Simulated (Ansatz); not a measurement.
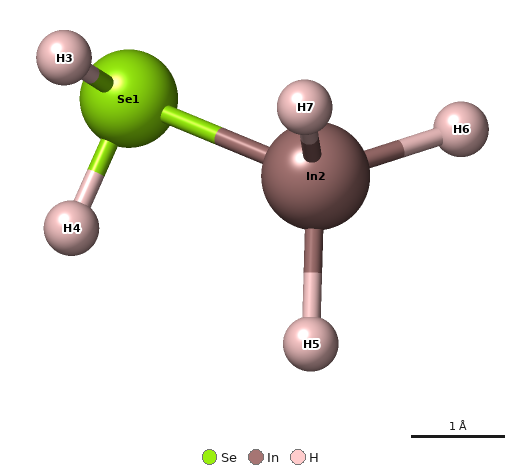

This is the input geometry for a relaxation of InH5Se (coarse preliminary run). The picture is a ball-and-stick view, seen at a tilt.

The start comes from a force field.

Computed with Ansatz 0.2.0, RKS PBE-D4/def2-SVP.

Input
```yaml
crystal:
  periodic: [false, false, false]
  atoms:
    - {symbol: Se, position_ang: [-1.023300, -1.339800, 0.561300]}
    - {symbol: In, position_ang: [0.286000, 0.848700, 0.058000]}
    - {symbol: H, position_ang: [0.178400, -2.136600, 0.476000]}
    - {symbol: H, position_ang: [-1.227500, -1.498000, -0.958100]}
    - {symbol: H, position_ang: [0.006200, 1.357700, -1.668500]}
    - {symbol: H, position_ang: [-0.234500, 2.183900, 1.180300]}
    - {symbol: H, position_ang: [2.075900, 0.516200, 0.305400]}
basis:
  gaussian: {orbitals: def2-SVP}
hamiltonian: {xc: pbe, dispersion: d4}
relax: {f_tol: 0.03, max_steps: 200}
```

Launched with:
```bash
ansatz run in.yaml --threads 4 --pin off --events-out ev --progress --plain --max-ram 10444MiB
```

Question: Where does the relaxation end?

Answer: After 5 geometry steps the energy has fallen by 66.0 kJ/mol. The largest force component goes from 2.8 to 0.0054 eV/Å. The atom that moves furthest after the best rigid fit is In2 (0.41 Å). By element the largest moves are In 0.41 Å, H 0.11 Å, Se 0.05 Å. Among the contacts that change: Se1–In2 2.599 → 3.012 Å, In2–H7 1.837 → 1.751 Å, In2–H5 1.822 → 1.751 Å, Se1–H4 1.541 → 1.485 Å. Bond angles that change, for instance: Se1–In2–H5 110.0° → 93.7°, Se1–In2–H6 110.7° → 95.2°, Se1–In2–H7 108.2° → 94.0°. The run took 4.3 s on 4 threads of Arm Neoverse V2, on a shared host.

Final geometry:

```xyz
7

Se   -1.0468   -1.3442    0.5131
In    0.5010    1.1872   -0.0080
H     0.1683   -2.1972    0.4899
H    -1.2769   -1.5969   -0.9318
H    -0.0387    1.3111   -1.6693
H    -0.3004    2.1200    1.2337
H     2.0547    0.4521    0.3269
```

After the run, drawn alike:

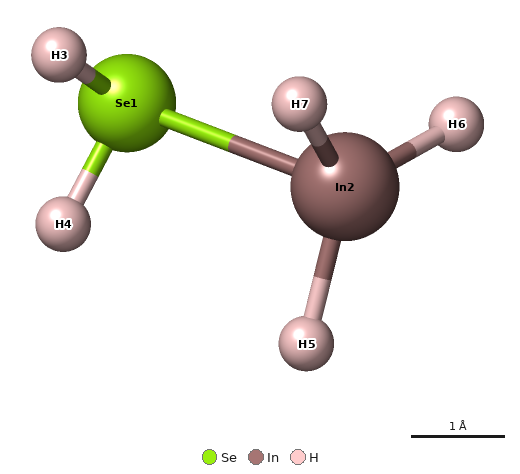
